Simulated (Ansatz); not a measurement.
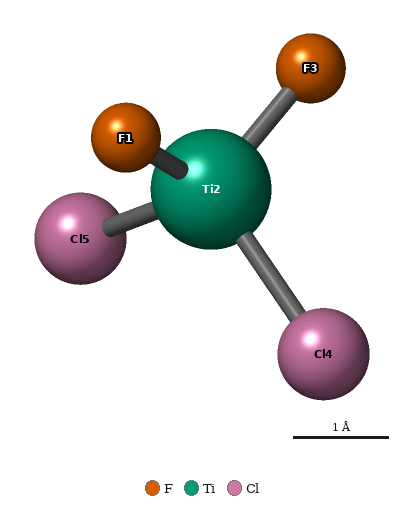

The input geometry of run 1 (ball-and-stick view, seen at a tilt; atoms are numbered from 1 in the order of the input). Sticks mark near contacts. Bond lengths as drawn: Cl–Ti 2.17 Å and F–Ti 1.73 Å.

## TiCl₂F₂: one change and its effect

System: TiCl₂F₂.
Method of run 1: RKS PBE-QIDH (frozen core)/def2-TZVPP (Ansatz 0.2.0).

The geometry comes from this level: PBE0-D4/def2-TZVP. Text and figures count atoms from 1; the logs count them from 0 in places.

## Input file, run 1
```yaml
crystal:
  periodic: [false, false, false]
  atoms:
    - {symbol: F, position_ang: [-0.136693, -0.246711, 1.769273]}
    - {symbol: Ti, position_ang: [0.055164, -0.056385, 0.057064]}
    - {symbol: F, position_ang: [1.386132, -1.030021, -0.477026]}
    - {symbol: Cl, position_ang: [-1.758201, -0.694183, -0.949849]}
    - {symbol: Cl, position_ang: [0.453588, 2.027311, -0.399452]}
basis:
  gaussian: {orbitals: def2-TZVPP}
hamiltonian: {xc: {name: PBE-QIDH}}
```

Hardware: 4 CPU threads, shared host.

## Output (run 1)
```
Functional definition: PBE-QIDH
  parameter a = 3^(-1/3)
  parameter c = 1/3
  exchange = (1 - a)*pbe_x + a*exact_x
  correlation = (1 - c)*pbe_c + c*(mp2_os + mp2_ss)
1368 factors; integrals over basis functions are off by at most 7.0e-4 eV
mean field evaluation 1: about -53558.0664 eV, gradient 5.9e1 eV
mean field evaluation 2: about -53558.1892 eV, gradient 5.9e1 eV
mean field evaluation 4: about -53564.3321 eV, gradient 1.1e1 eV
mean field evaluation 8: about -53564.5129 eV, gradient 1.0e0 eV
mean field evaluation 16: about -53564.5163 eV, gradient 6.5e-4 eV
mean field -53564.51632876 eV, -1968.4596677486 hartree, gradient 3.4e-6 eV, S^2 0.000000; 0 other end points of the search recorded, 0 dependent functions left out
17 core orbitals not correlated: weight in the atoms' cores, before any rotation towards them, 1.000 or more for the frozen orbitals, at most 0.000 for the correlated occupied ones
reference -53564.51634379 eV, -1968.4596683009 hartree; 20, 20 occupied and 173, 173 virtual orbitals, 1368 factors
second order -40.85153942 eV of doubles, -0.00000000 eV of singles
Total energy: -53578.13352359 eV, -1968.9600904287 hartree
```

For run 2 the input was changed thus:
```diff
-hamiltonian: {xc: {name: PBE-QIDH}}
+hamiltonian: {xc: {name: B2PLYP}}
```

Predict how the results change.

The total energies belong to different methods, so their difference says nothing on which is more stable or more accurate. The functional changes from PBE-QIDH to B2PLYP.

## Output (run 2)
```
Functional definition: B2PLYP
  parameter a = 0.53
  parameter c = 0.27
  exchange = (1 - a)*b88_x + a*exact_x
  correlation = (1 - c)*lyp_c + c*(mp2_os + mp2_ss)
1368 factors; integrals over basis functions are off by at most 7.0e-4 eV
mean field evaluation 1: about -53572.8002 eV, gradient 6.1e1 eV
mean field evaluation 2: about -53572.9800 eV, gradient 6.1e1 eV
mean field evaluation 4: about -53578.7698 eV, gradient 2.0e1 eV
mean field evaluation 8: about -53579.2474 eV, gradient 1.5e0 eV
mean field evaluation 16: about -53579.2530 eV, gradient 6.1e-4 eV
mean field -53579.25300357 eV, -1969.0012305591 hartree, gradient 3.7e-6 eV, S^2 0.000000; 0 other end points of the search recorded, 0 dependent functions left out
17 core orbitals not correlated: weight in the atoms' cores, before any rotation towards them, 1.000 or more for the frozen orbitals, at most 0.000 for the correlated occupied ones
reference -53579.25317289 eV, -1969.0012367816 hartree; 20, 20 occupied and 173, 173 virtual orbitals, 1368 factors
second order -44.62690416 eV of doubles, -0.00000000 eV of singles
Total energy: -53591.30243702 eV, -1969.4440390709 hartree
```

## The two runs side by side

| quantity | run 1 | run 2 |
| --- | --- | --- |
| outcome | converged | converged |
| total energy (hartree) | −1968.960090 | −1969.444039 |
| basis functions | 210 | 210 |
| wall time (shared host) | 4.4 s | 4.4 s |
